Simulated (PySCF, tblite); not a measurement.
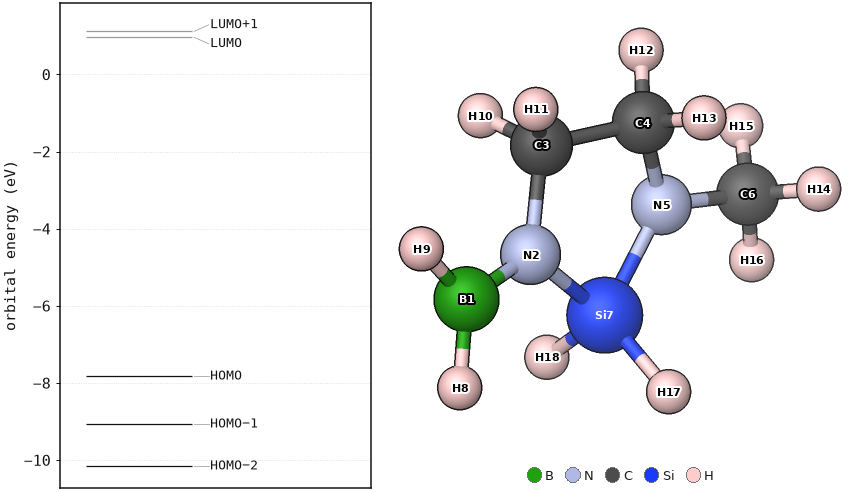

C₃H₁₁BN₂Si, SMILES BN1CCN(C)[SiH2]1. Kohn-Sham orbital energies near the frontier, CAM-B3LYP/def2-SVPD in PySCF, at a GFN2-xTB geometry (a minimum by its frequencies), isolated molecule; empty levels in grey, levels within 0.03 eV side by side.

Where do the frontier orbitals lie?

HOMO at −7.83 eV, LUMO at 0.96 eV, 8.79 eV apart.

How far below the HOMO does the next level lie?

1.24 eV.

List the levels with the atoms that carry most of them (a dash for levels above zero or within 0.03 eV of another, where shares mean little).

```
orbital  energy (eV)              Löwdin shares
 LUMO+1         1.12                          –
   LUMO         0.96                          –
   HOMO        −7.83    N5 54 %, C4 9 %, C6 8 %
 HOMO−1        −9.07  N2 45 %, B1 12 %, C3 11 %
 HOMO−2       −10.16   B1 33 %, H9/H8 19 % each
```

Note: the tight-binding geometry is rougher than a DFT one and adds to the error; one conformer of a flexible molecule; empty levels above zero depend strongly on the basis.
